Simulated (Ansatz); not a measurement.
Run report: Al$_{16}$HO, geometry relaxation (part 2 of 2)

Continued. System: Al$_{16}$HO (slab, 18 atoms in the cell). Method: DFT PBE, scalar-relativistic, plane waves, PAW, PAW set soft_1, no spin polarisation (Ansatz 0.2.0); cutoff 420 eV, 2×2×1 k-mesh, Fermi–Dirac smearing of 0.15 eV. The input holds or restrains some coordinates. Forces given for the steps count only the free coordinates. It belongs to a series of runs on one base structure; here: start relaxed.

Geometry of the input (Å; fractional positions):
```
5.7276  0.0000  0.0000
2.8638  4.9602  0.0000
0.0000  0.0000  18.0148
Al 0.0000  0.0000  0.0555
Al 0.5000  0.0000  0.0555
Al -0.0000  0.5000  0.0555
Al 0.5000  0.5000  0.0555
Al 0.1667  0.1667  0.1853
Al 0.6667  0.1667  0.1853
Al 0.1667  0.6667  0.1853
Al 0.6667  0.6667  0.1853
Al -0.1667  0.3333  0.3151
Al 0.3333  0.3333  0.3151
Al -0.1667  0.8333  0.3151
Al 0.3333  0.8333  0.3151
Al 0.0000  0.0000  0.4449
Al 0.5000  0.0000  0.4449
Al -0.0000  0.5000  0.4449
Al 0.5000  0.5000  0.4449
O  0.0135  0.0024  0.5509
H  0.0738  -0.0317  0.6025
```

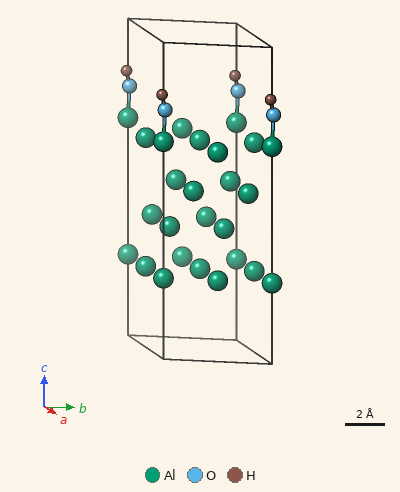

The geometry at step 3 of the log (ball-and-stick view of the cell of the calculation, with the vacuum cut short, seen slightly off an axis).

**What the program printed, continued**
```
SCF iter   1: F=—  HF=-9179.873292 eV  |F-HF|=—  |Δ(HF+E_count)|=         —  Δρ=1.03e-2  dr2=5.55e-1  ethr=1.01e-3  ⟨swp⟩=1.0  Hψ=931  notcnv=0  defer=1
preconditioner: auto → LDOS  [metal: Δε(μ)=0.032 eV  Ē_g=6.724 eV  σ=0.150 eV  W_gap=0.05  n_scr=52 (ndim 8)  ℏωp=11.9 eV  f_vac=0.307  D(μ)=7.22/eV (n_scr^D=38)  β→1.0]
SCF iter   2: F=—  HF=-9179.820291 eV  |F-HF|=—  |Δ(HF+E_count)|=   5.30e-2  Δρ=4.43e-3  dr2=2.25e-1  ethr=1.01e-3  ⟨swp⟩=3.8  Hψ=427  notcnv=0  defer=1
SCF iter   3: F=—  HF=-9179.775262 eV  |F-HF|=—  |Δ(HF+E_count)|=   4.50e-2  Δρ=7.75e-4  dr2=6.99e-3  ethr=4.10e-4  ⟨swp⟩=2.0  Hψ=348  notcnv=0  defer=1
SCF iter   4: F=—  HF=-9179.774740 eV  |F-HF|=—  |Δ(HF+E_count)|=   5.22e-4  Δρ=4.09e-4  dr2=3.79e-3  ethr=1.27e-5  ⟨swp⟩=3.0  Hψ=312  notcnv=0  defer=1
SCF iter   5: F=—  HF=-9179.774448 eV  |F-HF|=—  |Δ(HF+E_count)|=   2.92e-4  Δρ=2.45e-4  dr2=4.90e-4  ethr=6.89e-6  ⟨swp⟩=1.0  Hψ=191  notcnv=0  defer=1
SCF iter   6: F=—  HF=-9179.774393 eV  |F-HF|=—  |Δ(HF+E_count)|=   5.47e-5  Δρ=4.27e-5  dr2=6.67e-5  ethr=8.92e-7  ⟨swp⟩=2.0  Hψ=303  notcnv=0  defer=1
SCF iter   7: F=-9179.774387 eV  HF=-9179.774390 eV  |F-HF|=2.49e-6  |Δ(HF+E_count)|=   3.58e-6  Δρ=1.48e-5  dr2=2.88e-6  ethr=4.23e-8  ⟨swp⟩=5.0  Hψ=574  notcnv=0
SCF 6 converged in 7 iterations: F = -9179.774387 eV  dr2 = 2.88e-6
relax step   6: F+E_penalty+E_count = -9179.77438735 eV  Δ(F+E_penalty+E_count) = -4.715e-2 eV  max|allowed force component| = 4.019e-1 eV/Å  Δτ_max = 0.1952 Å  (7 SCF iters, dr2 threshold 2.33e-5 eV, accepted)
SCF iter   1: F=—  HF=-9179.840835 eV  |F-HF|=—  |Δ(HF+E_count)|=         —  Δρ=4.47e-3  dr2=1.66e-1  ethr=2.99e-3  ⟨swp⟩=4.5  Hψ=576  notcnv=0  defer=1
preconditioner: auto → LDOS  [metal: Δε(μ)=0.036 eV  Ē_g=6.673 eV  σ=0.150 eV  W_gap=0.06  n_scr=52 (ndim 8)  ℏωp=11.9 eV  f_vac=0.309  D(μ)=7.15/eV (n_scr^D=38)  β→1.0]
SCF iter   2: F=—  HF=-9179.833989 eV  |F-HF|=—  |Δ(HF+E_count)|=   6.85e-3  Δρ=2.04e-3  dr2=9.13e-2  ethr=3.02e-4  ⟨swp⟩=2.0  Hψ=409  notcnv=0  defer=1
SCF iter   3: F=—  HF=-9179.822503 eV  |F-HF|=—  |Δ(HF+E_count)|=   1.15e-2  Δρ=5.67e-4  dr2=2.20e-2  ethr=1.66e-4  ⟨swp⟩=2.0  Hψ=252  notcnv=0  defer=1
SCF iter   4: F=—  HF=-9179.821439 eV  |F-HF|=—  |Δ(HF+E_count)|=   1.06e-3  Δρ=2.02e-4  dr2=1.34e-3  ethr=4.01e-5  ⟨swp⟩=1.0  Hψ=192  notcnv=0  defer=1
SCF iter   5: F=—  HF=-9179.821326 eV  |F-HF|=—  |Δ(HF+E_count)|=   1.13e-4  Δρ=4.28e-5  dr2=3.28e-5  ethr=2.44e-6  ⟨swp⟩=2.0  Hψ=253  notcnv=0  defer=1
SCF iter   6: F=-9179.821319 eV  HF=-9179.821323 eV  |F-HF|=3.99e-6  |Δ(HF+E_count)|=   2.98e-6  Δρ=2.62e-5  dr2=4.63e-6  ethr=5.97e-8  ⟨swp⟩=5.0  Hψ=575  notcnv=0
SCF 7 converged in 6 iterations: F = -9179.821319 eV  dr2 = 4.63e-6
  greatest PAW one-centre occupation: 0.862 electrons in one spin orbital (limit 2), on the O atom at site 16 (counted from 0), in its partial waves of l = 0
relax step   7: F+E_penalty+E_count = -9179.82131884 eV  Δ(F+E_penalty+E_count) = -4.693e-2 eV  max|allowed force component| = 2.696e-1 eV/Å  Δτ_max = 0.1295 Å  (6 SCF iters, dr2 threshold 8.28e-5 eV, accepted)
SCF iter   1: F=—  HF=-9179.829059 eV  |F-HF|=—  |Δ(HF+E_count)|=         —  Δρ=1.87e-3  dr2=1.35e-2  ethr=4.64e-4  ⟨swp⟩=2.2  Hψ=448  notcnv=0  defer=1
preconditioner: auto → LDOS  [metal: Δε(μ)=0.034 eV  Ē_g=6.671 eV  σ=0.150 eV  W_gap=0.06  n_scr=52 (ndim 8)  ℏωp=11.9 eV  f_vac=0.310  D(μ)=7.26/eV (n_scr^D=38)  β→1.0]
SCF iter   2: F=—  HF=-9179.830403 eV  |F-HF|=—  |Δ(HF+E_count)|=   1.34e-3  Δρ=5.02e-4  dr2=4.88e-3  ethr=2.46e-5  ⟨swp⟩=2.0  Hψ=309  notcnv=0  defer=1
SCF iter   3: F=—  HF=-9179.830051 eV  |F-HF|=—  |Δ(HF+E_count)|=   3.51e-4  Δρ=1.91e-4  dr2=1.31e-3  ethr=8.88e-6  ⟨swp⟩=2.0  Hψ=278  notcnv=0  defer=1
SCF iter   4: F=—  HF=-9179.829976 eV  |F-HF|=—  |Δ(HF+E_count)|=   7.54e-5  Δρ=7.31e-5  dr2=4.94e-5  ethr=2.39e-6  ⟨swp⟩=1.8  Hψ=194  notcnv=0  defer=1
SCF iter   5: F=-9179.829964 eV  HF=-9179.829966 eV  |F-HF|=2.23e-6  |Δ(HF+E_count)|=   1.04e-5  Δρ=1.30e-5  dr2=2.69e-6  ethr=5.94e-8  ⟨swp⟩=5.0  Hψ=633  notcnv=0
SCF 8 converged in 5 iterations: F = -9179.829964 eV  dr2 = 2.69e-6
  greatest PAW one-centre occupation: 0.863 electrons in one spin orbital (limit 2), on the O atom at site 16 (counted from 0), in its partial waves of l = 0
relax step   8: F+E_penalty+E_count = -9179.82996352 eV  Δ(F+E_penalty+E_count) = -8.645e-3 eV  max|allowed force component| = 1.292e-1 eV/Å  Δτ_max = 0.0679 Å  (5 SCF iters, dr2 threshold 3.27e-5 eV, accepted)
SCF iter   1: F=—  HF=-9179.831761 eV  |F-HF|=—  |Δ(HF+E_count)|=         —  Δρ=2.71e-3  dr2=1.29e-2  ethr=4.89e-4  ⟨swp⟩=3.0  Hψ=460  notcnv=0
preconditioner: auto → LDOS  [metal: Δε(μ)=0.031 eV  Ē_g=6.675 eV  σ=0.150 eV  W_gap=0.05  n_scr=52 (ndim 8)  ℏωp=11.9 eV  f_vac=0.310  D(μ)=7.26/eV (n_scr^D=38)  β→1.0]
SCF iter   2: F=—  HF=-9179.833577 eV  |F-HF|=—  |Δ(HF+E_count)|=   1.82e-3  Δρ=5.83e-4  dr2=2.08e-3  ethr=2.35e-5  ⟨swp⟩=3.0  Hψ=328  notcnv=0
SCF iter   3: F=—  HF=-9179.832955 eV  |F-HF|=—  |Δ(HF+E_count)|=   6.23e-4  Δρ=2.84e-4  dr2=5.73e-4  ethr=3.77e-6  ⟨swp⟩=2.2  Hψ=325  notcnv=0
SCF iter   4: F=—  HF=-9179.832865 eV  |F-HF|=—  |Δ(HF+E_count)|=   9.02e-5  Δρ=5.36e-5  dr2=2.88e-5  ethr=1.04e-6  ⟨swp⟩=2.0  Hψ=277  notcnv=0
SCF iter   5: F=—  HF=-9179.832717 eV  |F-HF|=—  |Δ(HF+E_count)|=   1.47e-4  Δρ=1.30e-5  dr2=2.28e-6  ethr=5.23e-8  ⟨swp⟩=2.0  Hψ=284  notcnv=0
SCF iter   6: F=—  HF=-9179.832717 eV  |F-HF|=—  |Δ(HF+E_count)|=   1.41e-7  Δρ=4.88e-6  dr2=1.64e-7  ethr=4.14e-9  ⟨swp⟩=2.0  Hψ=311  notcnv=0
SCF iter   7: F=-9179.832717 eV  HF=-9179.832717 eV  |F-HF|=5.19e-8  |Δ(HF+E_count)|=  3.73e-10  Δρ=1.12e-6  dr2=6.01e-8  ethr=1.82e-10  ⟨swp⟩=5.0  Hψ=616  notcnv=0
SCF 9 converged in 7 iterations: F = -9179.832717 eV  dr2 = 6.01e-8
relax step   9: F+E_penalty+E_count = -9179.83271720 eV  Δ(F+E_penalty+E_count) = -2.754e-3 eV  max|allowed force component| = 2.304e-2 eV/Å  Δτ_max = 0.0950 Å  (7 SCF iters, accepted)
SCF converged after 7 iterations
Free energy (F): -9179.832717 eV
Harris-Foulkes:  -9179.832717 eV  (|F-HF|=5.19e-8)
Internal energy: -9179.274071 eV  (E = F + TS)
E sigma→0 (E₀):  -9179.553394 eV
Entropy (-TS):   -0.558647 eV (-31.036 meV/atom)
Fermi energy:    2.466981 eV
--- Per-component energies (eV) ---
  E_band       = -132.687146
  E_kinetic    = 528.011993
  E_local      = -4671.076570  (includes V_loc(G=0)·N_el)
  E_nonlocal   = 214.819769
  E_hartree    = 2225.753671
  E_xc         = -673.219356
  E_vxc        = -555.577224  (∫ρ·V_xc dr)
  E_paw        = -7673.904742  (= ΣΔE_a)
  E_vpaw       = -100.363262  (= ΣTr[D̂ρ^β])
  E_aug_tail   = -0.000273  (compensation charges beyond the density's cutoff)
  E_ewald      = 870.341437
  E_smearing   = -0.558647  (= −TS)
  E_closure    = 0.000000  (closes the sum)
  Σ components = -9179.832717   (vs F -9179.832717, Δ=0.00e0)
--- Forces (eV/Å), atoms counted from 1 ---
  atom   1  Al     0.00245289    -0.00093079     0.06271749
  atom   2  Al    -0.00667620     0.00419441    -0.02344763
  atom   3  Al     0.00371276    -0.00261827    -0.01130656
  atom   4  Al    -0.00651491     0.00349926    -0.02364491
  atom   5  Al     0.00098248     0.00011667    -0.00375431
  atom   6  Al    -0.00002722    -0.00017565     0.00333074
  atom   7  Al    -0.00001993    -0.00033929    -0.00305523
  atom   8  Al     0.00057030    -0.00042685     0.00162929
  atom   9  Al    -0.00523503     0.00266980     0.01197758
  atom  10  Al     0.00871262    -0.00468258     0.00082443
  atom  11  Al    -0.00532583     0.00299554     0.01242762
  atom  12  Al     0.00084598    -0.00063594    -0.01929275
  atom  13  Al     0.01096683    -0.00715665     0.02303757
  atom  14  Al     0.00453266     0.00426115    -0.00783591
  atom  15  Al    -0.00460963     0.00258352     0.00379980
  atom  16  Al    -0.00075075    -0.00580791    -0.00852440
  atom  17  O     -0.01798126     0.01057333    -0.00570242
  atom  18  H      0.01440302    -0.00814002    -0.01303645
  max |Σ_I F_I| component: 1.44e-4 eV/Å
--- Relaxed structure (9 steps of the walk, 9 accepted, 0 SCFs on fresh bases) ---
  F+E_penalty+E_count = -9179.83271720 eV   max|allowed force component| = 2.304e-2 eV/Å
  atoms:
    - { symbol: Al, position: [0.0, 0.0, 0.05550989999999999] }
    - { symbol: Al, position: [0.49999999999999994, 0.0, 0.05550989999999999] }
    - { symbol: Al, position: [0.0, 0.49999999999999994, 0.05550989999999999] }
    - { symbol: Al, position: [0.5, 0.49999999999999994, 0.05550989999999999] }
    - { symbol: Al, position: [0.16743195683326062, 0.16767986837795898, 0.18597866064844734] }
    - { symbol: Al, position: [0.6635809988821275, 0.16821989436281654, 0.18588421258877716] }
    - { symbol: Al, position: [0.16749510693013636, 0.6648275207026438, 0.18596987781191765] }
    - { symbol: Al, position: [0.6654035768717941, 0.6673214583117412, 0.1875025817036028] }
    - { symbol: Al, position: [-0.16408676015413348, 0.32678730969490566, 0.3066821352593991] }
    - { symbol: Al, position: [0.33271083383910754, 0.3336135292902596, 0.30618115102673055] }
    - { symbol: Al, position: [-0.1640346792766067, 0.8373131665521669, 0.30666674590243304] }
    - { symbol: Al, position: [0.32583722642637214, 0.8370816787857844, 0.3073394802989822] }
    - { symbol: Al, position: [-0.006028465989308186, 0.0031262932741780336, 0.48895416677435155] }
    - { symbol: Al, position: [0.4963601382388118, 0.0013936876028765683, 0.4447266136527115] }
    - { symbol: Al, position: [-0.0018762746205613634, 0.5009828123814538, 0.44351395178072917] }
    - { symbol: Al, position: [0.49631237284022056, 0.502286922226802, 0.4447377721557388] }
    - { symbol: O, position: [-0.03529425481538317, 0.01732781520288632, 0.584896891259406] }
    - { symbol: H, position: [0.11686399266559043, -0.05745812776046913, 0.6184246102524524] }
```

**Trajectory as extended XYZ (Å, eV, eV/Å), 6 of the 9 frames kept, from step=1 to step=9**
```
18
Lattice="5.7276 0.0000 0.0000 2.8638 4.9602 0.0000 0.0000 0.0000 18.0148" Properties=species:S:1:pos:R:3:forces:R:3 step=1 energy=-9178.92410
Al    0.0000    0.0000    1.0000   -0.0289   0.0025   0.0380
Al    2.8638    0.0000    1.0000    0.0257  -0.0096  -0.0594
Al    1.4319    2.4801    1.0000   -0.0052   0.0155  -0.0604
Al    4.2957    2.4801    1.0000    0.0111  -0.0108  -0.0590
Al    1.4319    0.8267    3.3383    0.0302   0.0143   0.5351
Al    4.2957    0.8267    3.3383   -0.0267   0.0165   0.5358
Al    2.8638    3.3068    3.3383    0.0037  -0.0320   0.5361
Al    5.7276    3.3068    3.3383   -0.0011   0.0002   0.5666
Al    0.0000    1.6534    5.6765   -0.0024   0.0542  -0.5399
Al    2.8638    1.6534    5.6765    0.0115  -0.0024  -0.6734
Al    1.4319    4.1335    5.6765   -0.0447  -0.0263  -0.5471
Al    4.2957    4.1335    5.6765    0.0438  -0.0285  -0.5059
Al    0.0000    0.0000    8.0148    0.1402  -0.0724   2.4882
Al    2.8638    0.0000    8.0148    0.0475   0.0081  -0.0682
Al    1.4319    2.4801    8.0148    0.0099   0.0059  -0.0693
Al    4.2957    2.4801    8.0148    0.0050  -0.0408  -0.0655
O     0.0845    0.0120    9.9248   -0.1993   0.1374  -1.2876
H     0.3323   -0.1571   10.8548   -0.0200  -0.0320  -0.7630
18
Lattice="5.7276 0.0000 0.0000 2.8638 4.9602 0.0000 0.0000 0.0000 18.0148" Properties=species:S:1:pos:R:3:forces:R:3 step=3 energy=-9179.57033
Al    0.0000    0.0000    1.0000   -0.0251  -0.0073   0.0703
Al    2.8638    0.0000    1.0000    0.0246  -0.0057  -0.0303
Al    1.4319    2.4801    1.0000    0.0081   0.0154  -0.0256
Al    4.2957    2.4801    1.0000    0.0026  -0.0074  -0.0305
Al    1.4373    0.8254    3.3755    0.0177   0.0100  -0.1520
Al    4.2987    0.8262    3.3725   -0.0136   0.0076  -0.1515
Al    2.8687    3.3045    3.3748   -0.0001  -0.0191  -0.1513
Al    5.7287    3.3066    3.3903   -0.0004   0.0004  -0.1346
Al    0.0037    1.6372    5.5149    0.0000  -0.0606   0.0508
Al    2.8726    1.6505    5.4765    0.0003   0.0034   0.1095
Al    1.4492    4.1393    5.5131    0.0526   0.0296   0.0539
Al    4.2832    4.1408    5.5247   -0.0544   0.0306   0.0328
Al   -0.0072    0.0008    8.2599    0.0849  -0.1291  -0.1405
Al    2.8761    0.0044    7.8397   -0.0066  -0.0168  -0.0307
Al    1.4503    2.4722    7.8355   -0.0013   0.0093  -0.0291
Al    4.2950    2.4683    7.8429    0.0089   0.0216  -0.0248
O     0.0324    0.0763    9.9499   -0.1643   0.2282   0.8132
H     0.2931   -0.1795   10.8396    0.0659  -0.1097  -0.2293
18
Lattice="5.7276 0.0000 0.0000 2.8638 4.9602 0.0000 0.0000 0.0000 18.0148" Properties=species:S:1:pos:R:3:forces:R:3 step=4 energy=-9179.65916
Al    0.0000    0.0000    1.0000   -0.0219  -0.0055   0.0240
Al    2.8638    0.0000    1.0000    0.0230  -0.0058  -0.0797
Al    1.4319    2.4801    1.0000    0.0083   0.0138  -0.0754
Al    4.2957    2.4801    1.0000    0.0038  -0.0062  -0.0807
Al    1.4421    0.8287    3.3391    0.0043   0.0034  -0.0547
Al    4.2963    0.8283    3.3372   -0.0044   0.0016  -0.0546
Al    2.8688    3.3003    3.3383   -0.0016  -0.0048  -0.0539
Al    5.7295    3.3068    3.3625    0.0003   0.0010  -0.0372
Al    0.0046    1.6259    5.4931   -0.0002  -0.0517  -0.0426
Al    2.8739    1.6518    5.4586   -0.0007   0.0014  -0.0101
Al    1.4602    4.1456    5.4910    0.0446   0.0267  -0.0426
Al    4.2729    4.1477    5.4989   -0.0428   0.0254  -0.0523
Al   -0.0087    0.0026    8.4535    0.1008  -0.1042  -0.1401
Al    2.8766    0.0027    7.8118   -0.0111  -0.0061   0.1053
Al    1.4524    2.4756    7.8094   -0.0099  -0.0033   0.1039
Al    4.2988    2.4745    7.8180    0.0108   0.0099   0.1046
O     0.0066    0.0784   10.1430   -0.2438   0.2688   0.4162
H     0.2882   -0.1877   11.0184    0.1404  -0.1642  -0.0322
18
Lattice="5.7276 0.0000 0.0000 2.8638 4.9602 0.0000 0.0000 0.0000 18.0148" Properties=species:S:1:pos:R:3:forces:R:3 step=6 energy=-9179.77439
Al    0.0000    0.0000    1.0000    0.0052   0.0074   0.0171
Al    2.8638    0.0000    1.0000    0.0004  -0.0036  -0.0633
Al    1.4319    2.4801    1.0000   -0.0024  -0.0032  -0.0596
Al    4.2957    2.4801    1.0000    0.0098   0.0010  -0.0647
Al    1.4462    0.8338    3.3234   -0.0048  -0.0045   0.0264
Al    4.2903    0.8326    3.3230    0.0016  -0.0015   0.0271
Al    2.8672    3.2962    3.3229    0.0011   0.0058   0.0255
Al    5.7295    3.3081    3.3583   -0.0003   0.0021  -0.0120
Al    0.0049    1.6189    5.4982    0.0010   0.0104   0.0231
Al    2.8715    1.6545    5.4852   -0.0039  -0.0033   0.0080
Al    1.4670    4.1524    5.4981   -0.0083  -0.0044   0.0113
Al    4.2677    4.1538    5.4994    0.0120  -0.0052   0.0254
Al    0.0050    0.0141    8.8020    0.1081  -0.0624  -0.0185
Al    2.8737    0.0020    7.9725   -0.0049   0.0123   0.0277
Al    1.4470    2.4827    7.9682    0.0021  -0.0073   0.0203
Al    4.3064    2.4861    7.9775   -0.0092  -0.0065   0.0158
O    -0.1226    0.0383   10.5061   -0.1400   0.0678   0.3927
H     0.3199   -0.1820   11.3371    0.0327  -0.0047  -0.4019
18
Lattice="5.7276 0.0000 0.0000 2.8638 4.9602 0.0000 0.0000 0.0000 18.0148" Properties=species:S:1:pos:R:3:forces:R:3 step=7 energy=-9179.82132
Al    0.0000    0.0000    1.0000    0.0051  -0.0004   0.0580
Al    2.8638    0.0000    1.0000   -0.0042   0.0041  -0.0217
Al    1.4319    2.4801    1.0000    0.0056  -0.0047  -0.0137
Al    4.2957    2.4801    1.0000   -0.0039   0.0015  -0.0229
Al    1.4415    0.8311    3.3475    0.0049  -0.0001  -0.0009
Al    4.2864    0.8330    3.3466   -0.0021   0.0023   0.0050
Al    2.8655    3.2967    3.3476    0.0036  -0.0034   0.0003
Al    5.7271    3.3075    3.3751   -0.0026   0.0024  -0.0029
Al    0.0018    1.6212    5.5256   -0.0032  -0.0095   0.0050
Al    2.8653    1.6526    5.5133    0.0040   0.0004   0.0077
Al    1.4619    4.1512    5.5237    0.0065   0.0037   0.0160
Al    4.2709    4.1502    5.5309   -0.0127   0.0040   0.0025
Al   -0.0174    0.0091    8.8231    0.0511  -0.0250   0.2696
Al    2.8593    0.0074    8.0183   -0.0175  -0.0196  -0.0069
Al    1.4334    2.4804    8.0033   -0.0075   0.0072  -0.0039
Al    4.2927    2.4842    8.0110   -0.0029   0.0213   0.0021
O    -0.1755    0.0880   10.5529   -0.1546   0.0842  -0.2393
H     0.4090   -0.2233   11.2526    0.1316  -0.0691  -0.0538
18
Lattice="5.7276 0.0000 0.0000 2.8638 4.9602 0.0000 0.0000 0.0000 18.0148" Properties=species:S:1:pos:R:3:forces:R:3 step=9 energy=-9179.83272
Al    0.0000    0.0000    1.0000    0.0025  -0.0009   0.0627
Al    2.8638    0.0000    1.0000   -0.0067   0.0042  -0.0234
Al    1.4319    2.4801    1.0000    0.0037  -0.0026  -0.0113
Al    4.2957    2.4801    1.0000   -0.0065   0.0035  -0.0236
Al    1.4392    0.8317    3.3504    0.0010   0.0001  -0.0038
Al    4.2824    0.8344    3.3487    0.0000  -0.0002   0.0033
Al    2.8633    3.2977    3.3502    0.0000  -0.0003  -0.0031
Al    5.7222    3.3101    3.3778    0.0006  -0.0004   0.0016
Al   -0.0040    1.6209    5.5248   -0.0052   0.0027   0.0120
Al    2.8610    1.6548    5.5158    0.0087  -0.0047   0.0008
Al    1.4584    4.1533    5.5245   -0.0053   0.0030   0.0124
Al    4.2635    4.1521    5.5367    0.0008  -0.0006  -0.0193
Al   -0.0256    0.0155    8.8084    0.0110  -0.0072   0.0230
Al    2.8469    0.0069    8.0117    0.0045   0.0043  -0.0078
Al    1.4240    2.4850    7.9898   -0.0046   0.0026   0.0038
Al    4.2811    2.4915    8.0119   -0.0008  -0.0058  -0.0085
O    -0.1525    0.0859   10.5368   -0.0180   0.0106  -0.0057
H     0.5048   -0.2850   11.1408    0.0144  -0.0081  -0.0130
```

**Results in brief**

| quantity | value |
| --- | --- |
| outcome | converged under the restraints of the input |
| electrons treated | 55 |
| free energy | −9179.8327 eV |
| Fermi energy | 2.467 eV |
| final volume | 511.80 Å³ |
| largest force (length of the vector) at the end, held atoms and coordinates included | 0.063 eV/Å |
| hardware | 1 thread of Intel Xeon (Sapphire Rapids), 16 GiB of memory available, shared host |
| wall time | 48 s |
| peak memory | 0.65 GiB |

The cell holds an odd number of electrons but the run has no spin polarisation, so a band is left half filled. The k-point mesh is coarse for a cell of this size, so the results may not be converged.
